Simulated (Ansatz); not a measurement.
Ligand exchange: C2H6FIn + C2H7NSn → C2H8InN + C2H5FSn

Species: C2H6FIn `C[CH2][InH][F]`, singlet; C2H7NSn `C[CH2][Sn][NH2]`, singlet; C2H8InN `C[CH2][InH][NH2]`, singlet; C2H5FSn `C[CH2][Sn][F]`, singlet. The partners trade F for NH2: In–F and Sn–NH2 bonds give way to In–NH2 and Sn–F.

Shapes, held fixed at every level: PBE0-D4/def2-TZVP. Flexible molecules stand in one conformer, not always the lowest. Programs: Ansatz 0.2.0. The zero-point and thermal change to 298 K, harmonic and unscaled (PBE0-D4/def2-TZVP), is -1.5 kJ/mol.

```tsv
level	kind	ΔH(298 K) (kJ/mol)	less CCSD(T)/def2-TZVPP
HF/def2-SVP	Hartree–Fock	+5.6	0.0
PBE-D4/def2-TZVPP	GGA	+6.9	+1.3
BHLYP-D4/def2-TZVPP	global hybrid	+4.0	-1.6
wB97X-V/def2-TZVPP	range-separated hybrid	+1.6	-4.0
B2PLYP/def2-TZVPP	double hybrid	+5.3	-0.3
MP2/def2-SVP	perturbation theory	+10.7	+5.1
CCSD/def2-TZVPP	coupled cluster or CI	+4.2	-1.4
CCSD(T)/def2-TZVPP	coupled cluster or CI	+5.6	0.0
```

The highest level, CCSD(T)/def2-TZVPP, gives ΔH(298 K) = +5.6 kJ/mol; the levels span +1.6 to +10.7. The column of differences is taken from that level and isn't an error. No measured value is set beside it here. For atoms past krypton def2 sets carry core potentials with scalar relativity. Outer-core shells of In, Sn are correlated in most correlated rows, in sets that cover them unevenly.

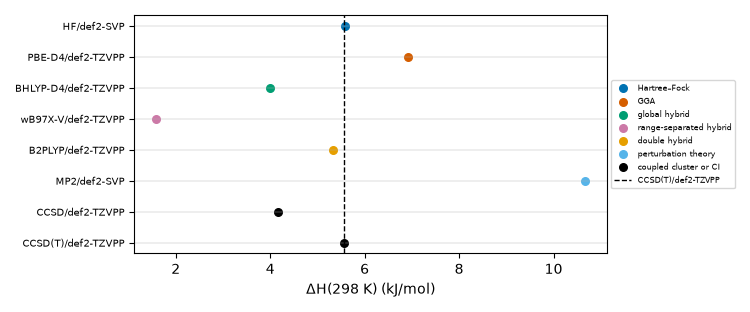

The values of the table, level by level.
